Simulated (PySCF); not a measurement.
Vertical excitations of a molecule C₆H₁₅Ga from TDDFT-CAM-B3LYP/def2-SVP run with PySCF 2.14.0, as energy in eV (oscillator strength): 4.81 (0.003), 4.89 (0.000), 6.81 (0.100), 6.86 (0.095), 7.92 (0.044), 7.95 (0.007), 7.97 (0.000), 8.04 (0.000), 8.11 (0.023), 8.16 (0.019). Lowest triplet (TDA): 4.51 eV. Coordinates come from a B3LYP-D3(BJ)/def2-SVP optimisation. The values are those of a single conformer.

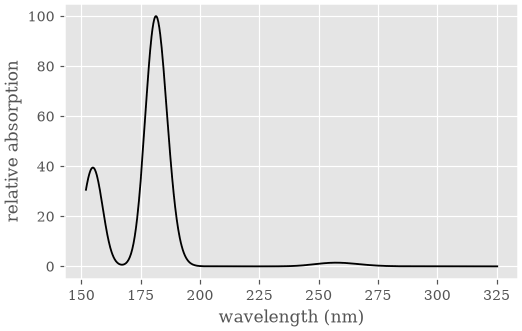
Figure: The lines broadened by 0.4 eV.

Which molecule gave these data?
(A) C[CH2][Ga]([CH2]C)[CH2]C
(B) C[CH](C)[GaH][CH](C)C
(C) [CH3][Ga]([CH3])[C](C)(C)C
(D) CC[CH2][GaH][CH2]CC

A, C[CH2][Ga]([CH2]C)[CH2]C
